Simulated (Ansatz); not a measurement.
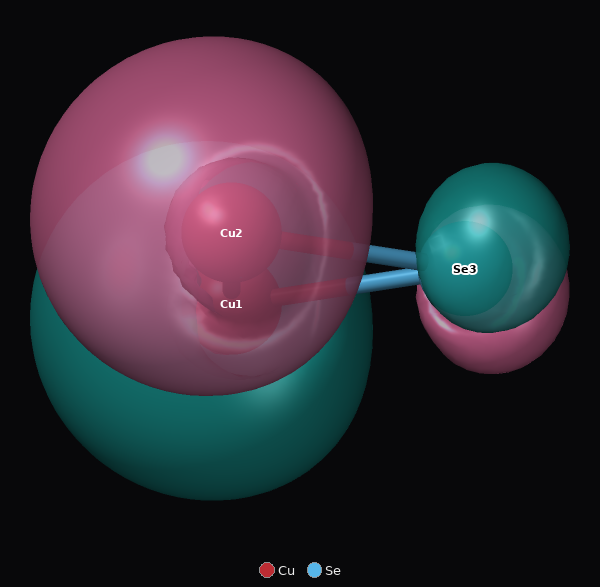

*Cu$_{2}$Se (charge +1, quartet). The LUMO (α) at ±0.1 Å⁻³ᐟ² (teal and pink are the two phases), seen from one side.*

Geometry: r2SCAN-D4/def2-TZVP.

Method: UKS PBE0-D4/def2-TZVP (Ansatz).

Q: Describe this orbital and give its energy.

A: By Hirshfeld shares it lies mainly on Cu1 (about 45 %), Cu2 (about 45 %) and Se3 (about 10 %). Its energy is −7.49 eV.
